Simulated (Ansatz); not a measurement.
# Geometry relaxation of BNH₅Cl (part 1 of 2)

- system: BNH₅Cl
- method: RKS PBE-D4/def2-SVP (Ansatz 0.2.0)

It belongs to a series of runs on one base structure; here: end point B relaxed.

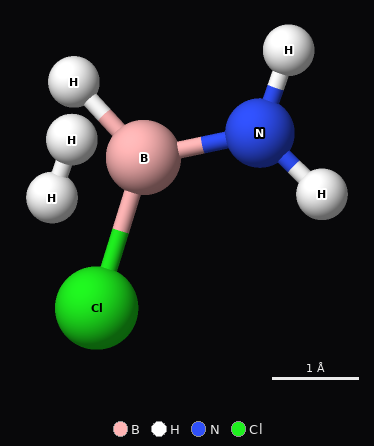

Figure 1. The starting structure (ball-and-stick view, seen at a tilt).

**Input**
```yaml
crystal:
  periodic: [false, false, false]
  atoms:
    - { symbol: B, position_ang: [-0.096394, 0.512906, -0.395138] }
    - { symbol: H, position_ang: [-0.149669, -0.10085, 1.923384] }
    - { symbol: H, position_ang: [0.861735, -0.22661, -0.37895] }
    - { symbol: "N", position_ang: [-1.34473, 0.072994, -0.834883] }
    - { symbol: H, position_ang: [-1.508952, -0.907603, -1.068894] }
    - { symbol: H, position_ang: [-2.16528, 0.675729, -0.913134] }
    - { symbol: Cl, position_ang: [0.116264, 2.274245, 0.070777] }
    - { symbol: H, position_ang: [-0.013174, 0.600189, 2.026539] }
basis:
  gaussian: { orbitals: def2-SVP }
hamiltonian:
  xc: pbe
  dispersion: d4
relax:
  f_tol: 0.03
  max_steps: 50
```

Command:
```bash
ansatz run input.yaml --threads 1 --pin off --max-ram 2048MiB --backend cpu --events-out ev --progress --plain --runs-dir out
```

**The program's output**
```
The last accepted step is kept in [file] (removed where the run ends without a failure and the disk answers)
Engine: ansatz 0.2.0, aarch64-unknown-linux-gnu
Functional definition: PBE
  parameter kappa = 0.804
  parameter beta = 0.06672455060314922
  exchange = pbe_x(kappa = kappa, mu = beta*pi^2/3)
  correlation = pbe_c(beta = beta)
811 factors; their error is unknown
mean field evaluation 1: about -14750.9215 eV, gradient 5.7e1 eV
mean field evaluation 2: about -14730.3114 eV, gradient 1.0e2 eV
mean field evaluation 4: about -14757.7070 eV, gradient 6.6e0 eV
mean field evaluation 8: about -14757.7959 eV, gradient 1.5e-1 eV
mean field evaluation 16: about -14757.7960 eV, gradient 9.8e-6 eV
mean field -14757.79596859 eV, -542.3389986524 hartree, gradient 9.8e-6 eV, S^2 0.000000; 0 other end points of the search recorded, 0 dependent functions left out
the calculation of the forces begins
reference -14757.79599840 eV, -542.3389997479 hartree; 17, 17 occupied and 54, 54 virtual orbitals, 811 factors
relax step   1: F+E_penalty+E_count = -14757.91135794 eV  Δ(F+E_penalty+E_count) = +0.000e0 eV  max|allowed force component| = 1.862e0 eV/Å  Δτ_max = 0.0000 Å  (26 SCF iters, accepted)
these checks for a lower state are left out or cut short: starts, cluster_reference, orbital_swaps, neighbouring_geometries, increment
811 factors; their error is unknown
mean field -14757.94018067 eV, -542.3442983484 hartree, gradient 8.7e-6 eV, S^2 0.000000; 0 other end points of the search recorded, 0 dependent functions left out
[... from here on the field's lines of each further geometry are left out, up to the last ...]
relax step   2: F+E_penalty+E_count = -14758.05283090 eV  Δ(F+E_penalty+E_count) = -1.415e-1 eV  max|allowed force component| = 5.440e-1 eV/Å  Δτ_max = 0.1996 Å  (26 SCF iters, accepted)
relax step   3: F+E_penalty+E_count = -14758.09172259 eV  Δ(F+E_penalty+E_count) = -3.889e-2 eV  max|allowed force component| = 4.107e-1 eV/Å  Δτ_max = 0.1907 Å  (27 SCF iters, accepted)
relax step   4: F+E_penalty+E_count = -14758.10694097 eV  Δ(F+E_penalty+E_count) = -1.522e-2 eV  max|allowed force component| = 1.728e-1 eV/Å  Δτ_max = 0.1637 Å  (27 SCF iters, accepted)
relax step   5: F+E_penalty+E_count = -14758.08454935 eV  Δ(F+E_penalty+E_count) = +2.239e-2 eV  max|allowed force component| = 1.419e0 eV/Å  Δτ_max = 0.0360 Å  (28 SCF iters, rejected (line search))
relax step   6: F+E_penalty+E_count = -14758.10894806 eV  Δ(F+E_penalty+E_count) = -2.007e-3 eV  max|allowed force component| = 7.509e-2 eV/Å  Δτ_max = 0.0175 Å  (29 SCF iters, accepted)
relax step   7: F+E_penalty+E_count = -14758.11106753 eV  Δ(F+E_penalty+E_count) = -2.119e-3 eV  max|allowed force component| = 3.700e-2 eV/Å  Δτ_max = 0.0490 Å  (27 SCF iters, accepted)
relax step   8: F+E_penalty+E_count = -14758.11036912 eV  Δ(F+E_penalty+E_count) = +6.984e-4 eV  max|allowed force component| = 5.374e-1 eV/Å  Δτ_max = 0.1458 Å  (27 SCF iters, rejected (line search))
relax step   9: F+E_penalty+E_count = -14758.11361612 eV  Δ(F+E_penalty+E_count) = -2.549e-3 eV  max|allowed force component| = 2.338e-2 eV/Å  Δτ_max = 0.0652 Å  (27 SCF iters, accepted)
relax step  10: F+E_penalty+E_count = -14758.11502651 eV  Δ(F+E_penalty+E_count) = -1.410e-3 eV  max|allowed force component| = 2.459e-1 eV/Å  Δτ_max = 0.0743 Å  (27 SCF iters, accepted)
relax step  11: F+E_penalty+E_count = -14758.11915991 eV  Δ(F+E_penalty+E_count) = -4.133e-3 eV  max|allowed force component| = 8.522e-2 eV/Å  Δτ_max = 0.1125 Å  (26 SCF iters, accepted)
relax step  12: F+E_penalty+E_count = -14758.11690619 eV  Δ(F+E_penalty+E_count) = +2.254e-3 eV  max|allowed force component| = 4.506e-1 eV/Å  Δτ_max = 0.1637 Å  (27 SCF iters, rejected (line search))
relax step  13: F+E_penalty+E_count = -14758.12151931 eV  Δ(F+E_penalty+E_count) = -2.359e-3 eV  max|allowed force component| = 3.510e-2 eV/Å  Δτ_max = 0.0818 Å  (27 SCF iters, accepted)
relax step  14: F+E_penalty+E_count = -14758.12191642 eV  Δ(F+E_penalty+E_count) = -3.971e-4 eV  max|allowed force component| = 2.021e-1 eV/Å  Δτ_max = 0.0836 Å  (27 SCF iters, accepted)
relax step  15: F+E_penalty+E_count = -14758.12374779 eV  Δ(F+E_penalty+E_count) = -1.831e-3 eV  max|allowed force component| = 5.343e-2 eV/Å  Δτ_max = 0.0542 Å  (26 SCF iters, accepted)
relax step  16: F+E_penalty+E_count = -14758.12391324 eV  Δ(F+E_penalty+E_count) = -1.655e-4 eV  max|allowed force component| = 1.425e-1 eV/Å  Δτ_max = 0.1103 Å  (26 SCF iters, accepted)
relax step  17: F+E_penalty+E_count = -14758.12459867 eV  Δ(F+E_penalty+E_count) = -6.854e-4 eV  max|allowed force component| = 1.597e-1 eV/Å  Δτ_max = 0.0980 Å  (27 SCF iters, accepted)
relax step  18: F+E_penalty+E_count = -14758.12601520 eV  Δ(F+E_penalty+E_count) = -1.417e-3 eV  max|allowed force component| = 6.409e-2 eV/Å  Δτ_max = 0.0121 Å  (29 SCF iters, accepted)
relax step  19: F+E_penalty+E_count = -14758.12654820 eV  Δ(F+E_penalty+E_count) = -5.330e-4 eV  max|allowed force component| = 2.791e-2 eV/Å  Δτ_max = 0.0349 Å  (28 SCF iters, accepted)
relax step  20: F+E_penalty+E_count = -14758.12700162 eV  Δ(F+E_penalty+E_count) = -4.534e-4 eV  max|allowed force component| = 4.129e-2 eV/Å  Δτ_max = 0.0709 Å  (27 SCF iters, accepted)
relax step  21: F+E_penalty+E_count = -14758.12662290 eV  Δ(F+E_penalty+E_count) = +3.787e-4 eV  max|allowed force component| = 1.895e-1 eV/Å  Δτ_max = 0.1713 Å  (25 SCF iters, rejected (line search))
relax step  22: F+E_penalty+E_count = -14758.12745054 eV  Δ(F+E_penalty+E_count) = -4.489e-4 eV  max|allowed force component| = 4.823e-2 eV/Å  Δτ_max = 0.0840 Å  (27 SCF iters, accepted)
relax step  23: F+E_penalty+E_count = -14758.12750837 eV  Δ(F+E_penalty+E_count) = -5.783e-5 eV  max|allowed force component| = 1.183e-1 eV/Å  Δτ_max = 0.0914 Å  (27 SCF iters, accepted)
relax step  24: F+E_penalty+E_count = -14758.12781450 eV  Δ(F+E_penalty+E_count) = -3.061e-4 eV  max|allowed force component| = 4.685e-2 eV/Å  Δτ_max = 0.0185 Å  (28 SCF iters, accepted)
relax step  25: F+E_penalty+E_count = -14758.12790944 eV  Δ(F+E_penalty+E_count) = -9.494e-5 eV  max|allowed force component| = 3.163e-2 eV/Å  Δτ_max = 0.0237 Å  (28 SCF iters, accepted)
relax step  26: F+E_penalty+E_count = -14758.12787579 eV  Δ(F+E_penalty+E_count) = +3.365e-5 eV  max|allowed force component| = 5.544e-2 eV/Å  Δτ_max = 0.0683 Å  (27 SCF iters, rejected (line search))
relax step  27: F+E_penalty+E_count = -14758.12805999 eV  Δ(F+E_penalty+E_count) = -1.505e-4 eV  max|allowed force component| = 6.109e-3 eV/Å  Δτ_max = 0.0325 Å  (27 SCF iters, accepted)
the calculation of the forces begins
reference -14758.02839705 eV, -542.3475402406 hartree; 17, 17 occupied and 54, 54 virtual orbitals, 811 factors
relax step  28: F+E_penalty+E_count = -14758.12812208 eV  Δ(F+E_penalty+E_count) = -6.209e-5 eV  max|allowed force component| = 1.032e-2 eV/Å  Δτ_max = 0.0532 Å  (27 SCF iters, accepted)
```

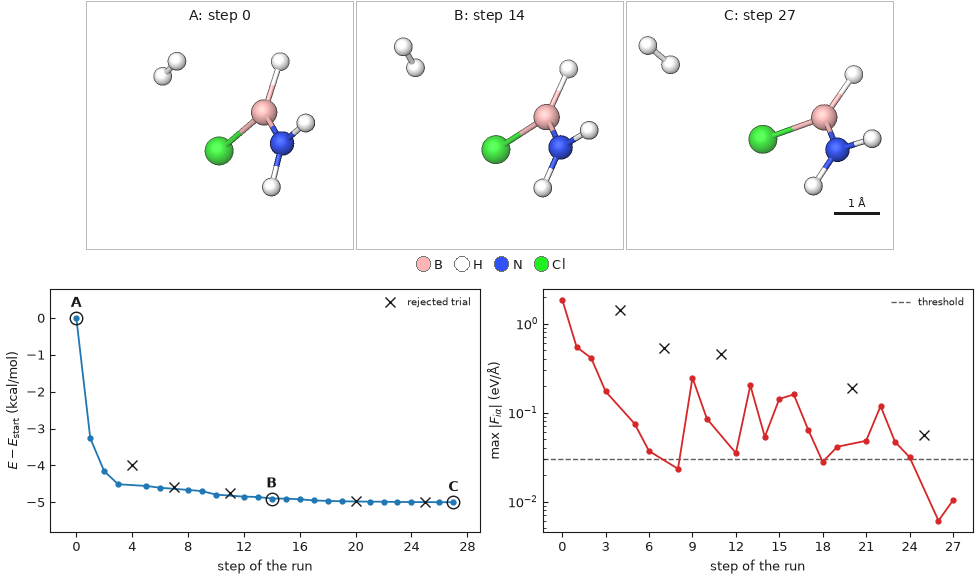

Figure 2. Frames of the relaxation (ball-and-stick view, seen at a tilt) above the curves, on which the letters mark them (the first geometry is step 0 here and step 1 in the log).

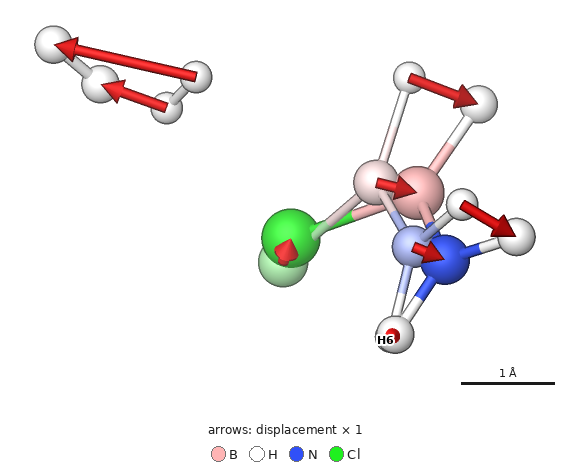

Figure 3. Start (faint) and end (solid) with the displacements as red arrows, at true length (ball-and-stick view, seen at a tilt). The two geometries are laid on each other by the best rigid fit. The energy falls by 5.00 kcal/mol in 27 geometry steps. Largest force component: 1.9 eV/Å at the start, 0.01 eV/Å at the end. The line search rejected the trial steps at points 4, 7, 11, 20, 25 (counted from 0) and went back. The atom that moves furthest after the best rigid fit is H2 (1.59 Å). Largest moves by element: H 1.59 Å, B 0.46 Å, N 0.37 Å, Cl 0.36 Å. Among the contacts that change: B1–Cl7 1.834 → 1.784 Å, H2–H8 0.722 → 0.770 Å. (Atoms are counted from 1 in the order of the input.)

```
811 factors; their error is unknown
mean field -14758.02836396 eV, -542.3475390245 hartree, gradient 2.0e-5 eV, S^2 0.000000; 1 other end points of the search recorded, 0 dependent functions left out
the calculation of the forces begins
reference -14758.02839705 eV, -542.3475402406 hartree; 17, 17 occupied and 54, 54 virtual orbitals, 811 factors
Total energy: -14758.12815517 eV, -542.3512062840 hartree
Atom 0 at    -0.112733     0.463493    -0.847685 Å, force     0.006260     0.005855    -0.007186 eV/Å
Atom 1 at    -0.002597     0.202745     3.456991 Å, force     0.000602     0.004627    -0.006325 eV/Å
Atom 2 at     0.862207    -0.160797    -1.208130 Å, force    -0.007237     0.003440     0.005887 eV/Å
Atom 3 at    -1.399528     0.070343    -1.213109 Å, force     0.003792    -0.002685     0.001434 eV/Å
Atom 4 at    -1.572615    -0.753098    -1.789979 Å, force    -0.002787     0.008946     0.006561 eV/Å
Atom 5 at    -2.241285     0.572470    -0.925689 Å, force     0.001331    -0.006105    -0.004107 eV/Å
Atom 6 at     0.113714     1.915412     0.163040 Å, force    -0.001406    -0.010319    -0.001415 eV/Å
Atom 7 at     0.052637     0.590432     2.794262 Å, force    -0.000555    -0.003761     0.005151 eV/Å
Dipole moment:    -0.456307    -0.278807    -0.283568 e Å
```

**Trajectory as extended XYZ (Å, eV, eV/Å), 28 frames, from step=1 to step=28**
```
8
Properties=species:S:1:pos:R:3:forces:R:3 step=1 energy=-14757.91136
B    -0.0964    0.5129   -0.3951    0.0191   0.8254  -0.0770
H    -0.1497   -0.1008    1.9234   -0.3646  -1.8619  -0.0101
H     0.8617   -0.2266   -0.3790    0.0168   0.0359   0.0502
N    -1.3447    0.0730   -0.8349    0.0827  -0.0366   0.0460
H    -1.5090   -0.9076   -1.0689   -0.0155   0.0758  -0.0611
H    -2.1653    0.6757   -0.9131    0.0051  -0.0109   0.0582
Cl    0.1163    2.2742    0.0708   -0.0792  -0.6810  -0.4204
H    -0.0132    0.6002    2.0265    0.3356   1.6533   0.4143
8
Properties=species:S:1:pos:R:3:forces:R:3 step=2 energy=-14758.05283
B    -0.0811    0.5556   -0.4903   -0.0919   0.4709   0.1714
H    -0.1741   -0.1928    2.0989   -0.0247  -0.0785   0.1182
H     0.8703   -0.1919   -0.4128    0.0151   0.0807  -0.1033
N    -1.3453    0.0847   -0.8498    0.1328   0.0107  -0.0441
H    -1.5018   -0.8964   -1.0841   -0.0293   0.0336   0.0062
H    -2.1783    0.6738   -0.8962    0.0260  -0.0002  -0.0113
Cl    0.1276    2.3122   -0.0831   -0.0449  -0.5440  -0.2111
H    -0.0174    0.5559    2.1472    0.0168   0.0268   0.0742
8
Properties=species:S:1:pos:R:3:forces:R:3 step=3 energy=-14758.09172
B    -0.0915    0.5673   -0.5444   -0.0510   0.3610   0.0709
H    -0.1518   -0.2222    2.2859    0.0139   0.0861   0.0657
H     0.8658   -0.1745   -0.4781   -0.0087   0.0534  -0.0441
N    -1.3539    0.0930   -0.9047    0.1017  -0.0190   0.0119
H    -1.5123   -0.8911   -1.1236   -0.0261   0.0277  -0.0015
H    -2.1883    0.6801   -0.9487    0.0211   0.0023  -0.0127
Cl    0.1181    2.3179   -0.1595   -0.0339  -0.4107  -0.1047
H     0.0137    0.5306    2.3030   -0.0170  -0.1007   0.0146
8
Properties=species:S:1:pos:R:3:forces:R:3 step=4 energy=-14758.10694
B    -0.0987    0.5751   -0.5967   -0.0202   0.1702   0.0576
H    -0.1334   -0.2357    2.4480    0.0299   0.1447   0.0309
H     0.8633   -0.1620   -0.5426   -0.0226   0.0256  -0.0308
N    -1.3615    0.0979   -0.9489    0.0609  -0.0481   0.0049
H    -1.5218   -0.8864   -1.1649   -0.0211   0.0224  -0.0110
H    -2.1963    0.6846   -0.9893    0.0117   0.0035  -0.0040
Cl    0.1093    2.3102   -0.2040   -0.0069  -0.1728  -0.0427
H     0.0389    0.5173    2.4282   -0.0316  -0.1454  -0.0049
8
Properties=species:S:1:pos:R:3:forces:R:3 step=5 energy=-14758.08455 accepted=F
B    -0.1045    0.5833   -0.5883    0.3995   0.1245  -0.0144
H    -0.1322   -0.2332    2.4839    0.0091   0.0495   0.0264
H     0.8406   -0.1619   -0.5665    0.2491  -0.0444   0.0760
N    -1.3422    0.0865   -0.9478   -1.4188   0.9805  -0.0662
H    -1.5210   -0.8791   -1.1770    0.0481  -0.5286  -0.0999
H    -2.2002    0.6798   -1.0008    0.7631  -0.4663   0.0680
Cl    0.1142    2.3114   -0.2086   -0.0398  -0.0682   0.0150
H     0.0451    0.5142    2.4347   -0.0102  -0.0472  -0.0050
8
Properties=species:S:1:pos:R:3:forces:R:3 step=6 energy=-14758.10895
B    -0.0997    0.5770   -0.5975    0.0150   0.0751   0.0175
H    -0.1333   -0.2341    2.4655    0.0085   0.0501   0.0301
H     0.8623   -0.1589   -0.5509   -0.0003   0.0067  -0.0165
N    -1.3604    0.0970   -0.9495   -0.0431   0.0003  -0.0048
H    -1.5226   -0.8852   -1.1701   -0.0067  -0.0073  -0.0113
H    -2.1959    0.6842   -0.9908    0.0383  -0.0145   0.0014
Cl    0.1097    2.3061   -0.2066   -0.0018  -0.0607  -0.0102
H     0.0398    0.5151    2.4298   -0.0099  -0.0497  -0.0063
8
Properties=species:S:1:pos:R:3:forces:R:3 step=7 energy=-14758.11107
B    -0.1027    0.5700   -0.6040    0.0072   0.0244   0.0280
H    -0.1245   -0.2159    2.5101    0.0060   0.0340   0.0292
H     0.8596   -0.1659   -0.5708    0.0054   0.0018  -0.0232
N    -1.3633    0.0946   -0.9628   -0.0370   0.0049  -0.0123
H    -1.5255   -0.8823   -1.2067   -0.0005  -0.0015  -0.0050
H    -2.1987    0.6825   -0.9916    0.0275  -0.0109  -0.0008
Cl    0.1059    2.2884   -0.1764   -0.0012  -0.0169  -0.0081
H     0.0490    0.5296    2.4319   -0.0075  -0.0357  -0.0078
```
